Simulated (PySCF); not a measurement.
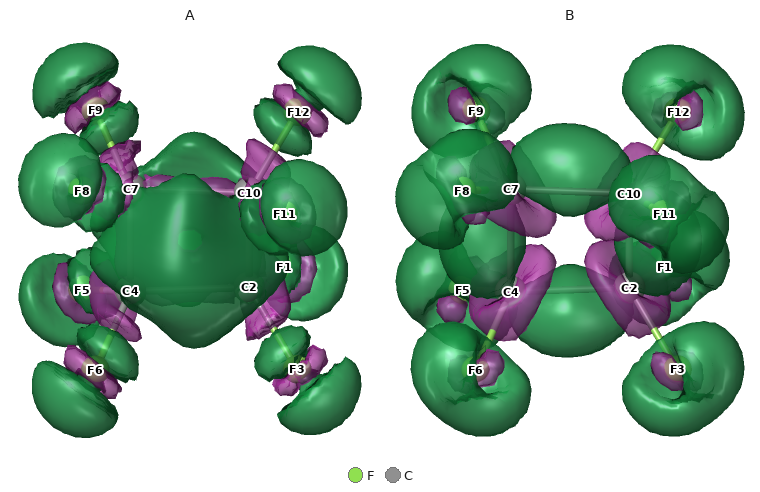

Figure 1: C$_{4}$F$_{8}$, SMILES `FC1(F)C(F)(F)C(F)(F)C1(F)F`. The two Fukui functions at ±0.02 e/Å³ (green positive, purple negative).

PySCF calculation, CAM-B3LYP/def2-SVP, gas phase; geometry: GFN2-xTB. No frequency check shows the geometry to be a minimum.

Geometry (Å), atoms numbered from 1:

```
F1      -1.2426   -1.2425    1.2159
C2      -0.7825   -0.7825    0.0493
F3      -1.4189   -1.4186   -0.9339
C4       0.7825   -0.7825   -0.0493
F5       1.4189   -1.4186    0.9339
F6       1.2426   -1.2425   -1.2159
C7       0.7825    0.7825    0.0493
F8       1.4189    1.4186   -0.9339
F9       1.2426    1.2425    1.2159
C10     -0.7825    0.7825   -0.0493
F11     -1.2426    1.2425   -1.2159
F12     -1.4189    1.4186    0.9339
```

Which panel is f⁻ (electron removed) and which f⁺ (electron added)?

Answer. A is f⁺, B is f⁻. f⁻ (Hirshfeld-condensed) is largest on F3, F5, F8 and F12 (0.09 each), F1, F6, F9 and F11 (0.09 each) and C2, C4, C7 and C10 (0.07 each); the vertical ionisation energy is 11.99 eV (the stability of the cation's solution wasn't checked). f⁺ (Hirshfeld-condensed) is largest on F1, F6, F9 and F11 (0.09 each), C2, C4, C7 and C10 (0.09 each) and F3, F5, F8 and F12 (0.08 each); the vertical electron affinity is −1.34 eV (the stability of the anion's solution wasn't checked; negative, but this basis has no diffuse functions, so it doesn't show that the anion is unbound).

What chemical potential and hardness follow from the two energies?

Answer. μ = −(I + A)/2 = −5.32 eV and η = I − A = 13.32 eV.
